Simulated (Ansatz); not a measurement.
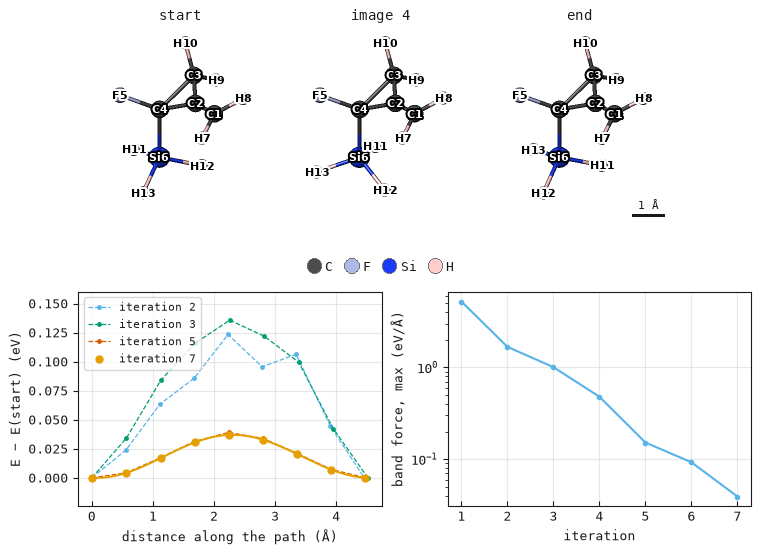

A nudged-elastic-band calculation for C4H7FSi. Images are numbered from 0 (start) to 8 (end). The plot follows the band through its iterations. Style: ball-and-stick. Shown from a free direction.

The calculation used RKS PBE0/STO-3G in Ansatz. Run with 7 movable images; climbing image; force threshold 0.05 eV/Å; iteration limit 60; starting path through a guess of the saddle point.

### Did the band converge, and can the barrier be trusted?

The result is final at these settings. The band converged in 7 iterations. The largest component of the band force went from 5.2 to 0.039 eV/Å. The climbing image converged on the top of the path. Its vibrational analysis gives one imaginary mode (82i cm⁻¹), as a transition state must have. The first iteration put the highest image at 1.042 eV. The two ends have the same energy, and the highest point, image 4, lies 0.037 eV above the start.

Limits of the set-up: STO-3G is a minimal basis, so the numbers are rough.
